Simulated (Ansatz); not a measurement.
# Frequency calculation of CH$_{9}$NSi

System: CH$_{9}$NSi.
Method: RKS PBE/6-31G* (Ansatz 0.2.0).

It belongs to a series of runs on one base structure; here: vibrations at the highest image of the band.

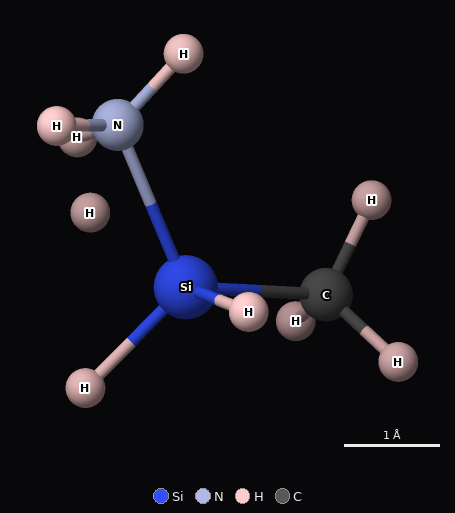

*The structure (ball-and-stick view, seen at a tilt).*

Bond lengths as drawn: C–H 1.10 Å, C–Si 1.90 Å, H–N 1.03 to 1.22 Å, H–Si 1.50 to 1.53 Å and N–Si 1.93 Å.

**Input**
```yaml
crystal:
  periodic: [false, false, false]
  atoms:
    - { symbol: Si, position_ang: [0.066127, -0.184083, 0.133026] }
    - { symbol: "N", position_ang: [0.285519, -0.224504, 2.050201] }
    - { symbol: H, position_ang: [-0.551432, -0.492286, 2.586029] }
    - { symbol: H, position_ang: [0.705104, 0.61376, 2.477319] }
    - { symbol: H, position_ang: [1.28301, 0.356405, -0.552639] }
    - { symbol: H, position_ang: [-0.838523, 1.052209, 0.166279] }
    - { symbol: C, position_ang: [-1.03966, -1.464096, -0.722527] }
    - { symbol: H, position_ang: [-1.671681, -1.973888, 0.026642] }
    - { symbol: H, position_ang: [-1.71336, -0.973507, -1.446156] }
    - { symbol: H, position_ang: [-0.43797, -2.236964, -1.224129] }
    - { symbol: H, position_ang: [1.216106, -1.648795, 0.638133] }
    - { symbol: H, position_ang: [0.986659, -1.146453, 1.672227] }
basis:
  gaussian: { orbitals: "6-31G*" }
hamiltonian:
  xc: pbe
phonons: {}
```

Hardware: 1 thread of Intel Xeon (Sapphire Rapids), 16 GiB of memory available, shared host.

Command:
```bash
ansatz run input.yaml --threads 1 --pin off --max-ram 2048MiB --backend cpu --events-out ev --progress --plain --runs-dir out
```

**Log**
```
Engine: ansatz 0.2.0, x86_64-unknown-linux-gnu
Functional definition: PBE
  parameter kappa = 0.804
  parameter beta = 0.06672455060314922
  exchange = pbe_x(kappa = kappa, mu = beta*pi^2/3)
  correlation = pbe_c(beta = beta)
965 factors; their error is unknown
mean field evaluation 1: about -10531.0746 eV, gradient 6.8e1 eV
mean field evaluation 2: about -10513.5754 eV, gradient 1.0e2 eV
mean field evaluation 4: about -10540.8320 eV, gradient 7.8e0 eV
mean field evaluation 8: about -10540.9773 eV, gradient 4.6e-2 eV
mean field evaluation 16: about -10540.9128 eV, gradient 6.8e-5 eV
mean field -10540.91275330 eV, -387.3713987964 hartree, gradient 6.8e-5 eV, S^2 0.000000; 0 other end points of the search recorded, 0 dependent functions left out
the calculation of the forces begins
reference -10540.91278260 eV, -387.3713998733 hartree; 18, 18 occupied and 49, 49 virtual orbitals, 965 factors
these checks for a lower state are left out or cut short: stability, starts, cluster_reference, orbital_swaps, neighbouring_geometries, increment
965 factors; their error is unknown
mean field -10540.91264342 eV, -387.3713947583 hartree, gradient 1.7e-6 eV, S^2 0.000000; 0 other end points of the search recorded, 0 dependent functions left out
[... from here on the field's lines of each further geometry are left out, up to the last ...]
the calculation of the forces begins
reference -10540.91279140 eV, -387.3714001966 hartree; 18, 18 occupied and 49, 49 virtual orbitals, 965 factors
these checks for a lower state are left out or cut short: stability, starts, cluster_reference, orbital_swaps, neighbouring_geometries, increment
965 factors; their error is unknown
mean field evaluation 448: about -10540.9127 eV, gradient 2.9e-6 eV
mean field -10540.91274177 eV, -387.3713983728 hartree, gradient 2.9e-6 eV, S^2 0.000000; 0 other end points of the search recorded, 0 dependent functions left out
the calculation of the forces begins
reference -10540.91277107 eV, -387.3713994496 hartree; 18, 18 occupied and 49, 49 virtual orbitals, 965 factors
WARN: phonons: modes at or below zero, which the zero-point energy, F, S and C_V leave out: 1, the lowest at -1279.75 cm⁻¹. A minimum has none, and a first-order saddle one
Total energy: -10540.91278260 eV, -387.3713998733 hartree
Atom 0 at     0.066127    -0.184083     0.133026 Å, force    -0.006669     0.001604     0.000378 eV/Å
Atom 1 at     0.285519    -0.224504     2.050201 Å, force     0.021641     0.005563    -0.007786 eV/Å
Atom 2 at    -0.551432    -0.492286     2.586029 Å, force     0.003030    -0.007738    -0.004114 eV/Å
Atom 3 at     0.705104     0.613760     2.477319 Å, force    -0.008242     0.002918     0.004676 eV/Å
Atom 4 at     1.283010     0.356405    -0.552639 Å, force     0.000317    -0.001537     0.001086 eV/Å
Atom 5 at    -0.838523     1.052209     0.166279 Å, force     0.000696     0.000684    -0.001489 eV/Å
Atom 6 at    -1.039660    -1.464096    -0.722527 Å, force     0.000925     0.002653    -0.001686 eV/Å
Atom 7 at    -1.671681    -1.973888     0.026642 Å, force    -0.000352    -0.000855     0.001676 eV/Å
Atom 8 at    -1.713360    -0.973507    -1.446156 Å, force     0.000506    -0.000564     0.000604 eV/Å
Atom 9 at    -0.437970    -2.236964    -1.224129 Å, force    -0.000173    -0.000858    -0.000247 eV/Å
Atom 10 at     1.216106    -1.648795     0.638133 Å, force    -0.001332     0.001373     0.002833 eV/Å
Atom 11 at     0.986659    -1.146453     1.672227 Å, force    -0.010345    -0.003241     0.004069 eV/Å
Dipole moment:    -0.247996     0.150193     0.518749 e Å
Vibrations: -1279.75 102.82 131.19 195.42 435.65 503.70 554.99 658.18 675.87 703.57 765.23 850.49 901.98 928.28 958.70 1012.50 1266.25 1411.09 1443.93 1445.20 1511.36 1539.83 1778.47 2009.70 2179.56 2986.21 3061.34 3101.19 3361.28 3482.27 cm⁻¹, zero-point energy 2.476973 eV
```

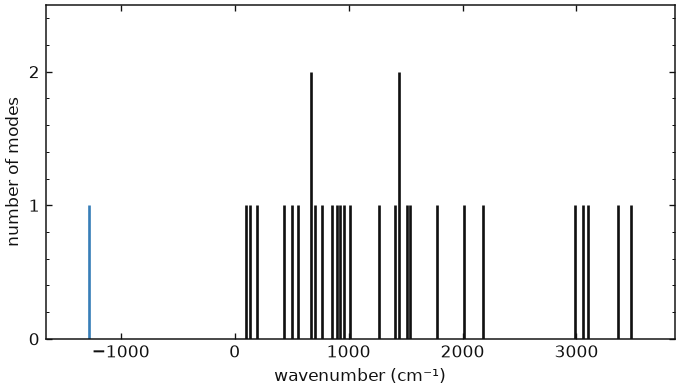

*Harmonic vibrational wavenumbers from the force constants; neighbouring modes closer than 22 cm⁻¹ are counted in one stick, and imaginary ones are drawn at negative wavenumbers.*

30 modes from 1280i to 3482 cm⁻¹, 1 imaginary beyond 8i (1280i cm⁻¹): a first-order saddle point, if the geometry is stationary.

**Summary**

```tsv
quantity	value
outcome	converged
total energy	−10540.9128 eV
mean-field energy	−10540.9128 eV
largest force (length of the vector)	0.024 eV/Å
wall time	70 s
peak memory	0.12 GiB
```
